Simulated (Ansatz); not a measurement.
# Direct or indirect: CdSe (P6_3mc)

```yaml
crystal:
  lattice:
    - [4.30000, 0.00000, 0.00000]
    - [-2.15000, 3.72391, 0.00000]
    - [0.00000, 0.00000, 7.02000]
  atoms:
    - { symbol: Cd, position: [0.66667, 0.33333, 0.50000] }
    - { symbol: Cd, position: [0.33333, 0.66667, 0.00000] }
    - { symbol: Se, position: [0.66667, 0.33333, 0.88500] }
    - { symbol: Se, position: [0.33333, 0.66667, 0.38500] }
```

Method: Ansatz, PBE, independent particles, without spin-orbit coupling, line width 0.1 eV (Gaussian). The band structure gives a fundamental gap of 0.70 eV. The spectrum of vertical transitions near the edge:

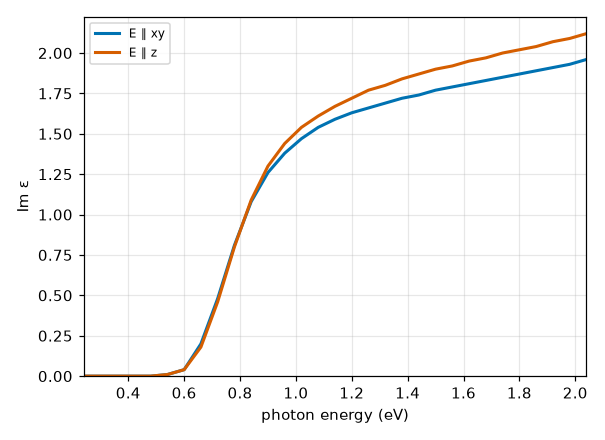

(1) Is the gap direct or indirect, and about where do vertical transitions set in?

Answers

(1) Direct: the band path has its least direct gap at the fundamental one, 0.70 eV, and the curves rise from there. Lines are broadened by 0.1 eV, which spreads the edge.

[Logs are printed without paths, hosts, clocks, repeated set-up lines and the standing remarks that a program may print on its own settings, such as how far it seeks lower states.]
